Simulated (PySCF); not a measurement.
## Electronic structure of C4H7OPSSi in real space

Input

```
{"job": {"kind": "nmr", "xc": "PBE0", "basis": "pcSseg-1"}, "charge": 0, "multiplicity": 1}
C     -2.784674     0.991092     0.276890
O     -2.396064    -0.342101     0.044416
C     -1.077300    -0.601833    -0.006265
C     -0.580878    -1.845526    -0.245875
P      1.168084    -2.025249    -0.279423
C      1.487928    -0.371184     0.040186
Si     3.196427     0.410608     0.184887
S      0.103101     0.649197     0.235752
H     -2.418911     1.345618     1.246186
H     -2.408004     1.654228    -0.508907
H     -3.872698     0.993328     0.270616
H     -1.245042    -2.678493    -0.406688
H      3.937184    -0.277377     1.242498
H      3.886951     0.283623    -1.099374
H      2.999481     1.822057     0.519085
```

Run with:

```sh
OMP_NUM_THREADS=1 python probes_run.py task.json out
```

Geometry: GFN2-xTB.

All numbers below come from PySCF, PBE0/pcSseg-1, SCF density, gas phase, non-relativistic.

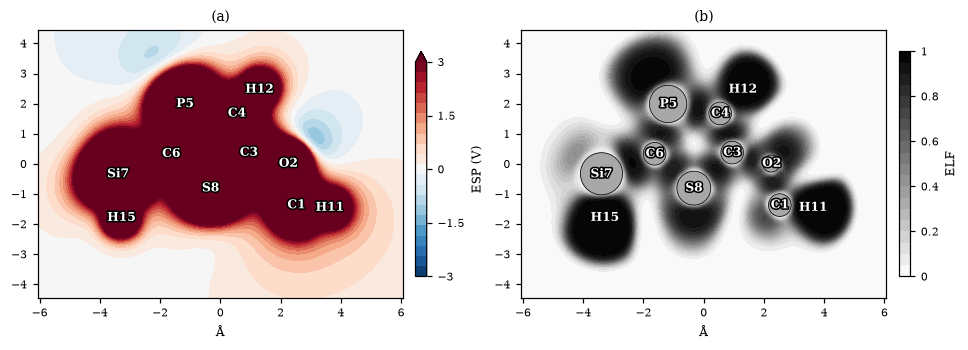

Figure 1. (a) molecular electrostatic potential; (b) electron localisation function on the plane of atoms C4, C3 and S8. Grey discs cover the atomic cores in the ELF map.

What do the fields say about this system?

Answer.
- Atoms in the plane: C, O, P, Si, S and H.
- C–O (1.35 Å): the ELF peaks at about 0.90 between the atoms: a shared but strongly polarised pair.
- C–C (1.36 Å): the ELF peaks at about 0.95 between the atoms; a covalent bond.
- C–P (1.71 Å): the ELF peaks at about 0.90 between the atoms (localised, covalent bonding).
- C–S (1.73 Å): the ELF peaks at about 0.90 between the atoms, as expected for localised, covalent bonding.
- C–Si (1.88 Å): the ELF peaks at about 0.95 between the atoms; localised, covalent bonding.
- The ELF also peaks beside S8, O2 and P5, away from the bonds: lone-pair regions.
- Outside the dense part of the molecule the potential is most negative (−1.2 V) near O2.

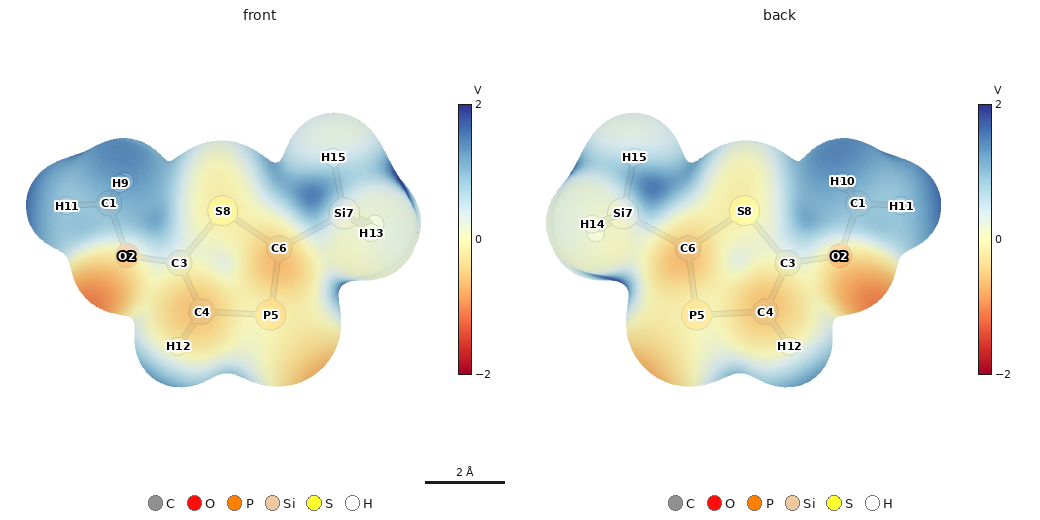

Figure 2. The electrostatic potential painted on the density surface at 0.004 e/bohr³, seen from the front and from behind; red is negative and blue positive.

Describe the electrostatic potential map.

Answer. The most negative region (about −1.0 V) lies over O2, the most positive (about +1.9 V) over Si7. O2 is the likeliest acceptor of a hydrogen bond.

How polar is the molecule by this calculation?

Answer. Its dipole moment is 2.72 D.
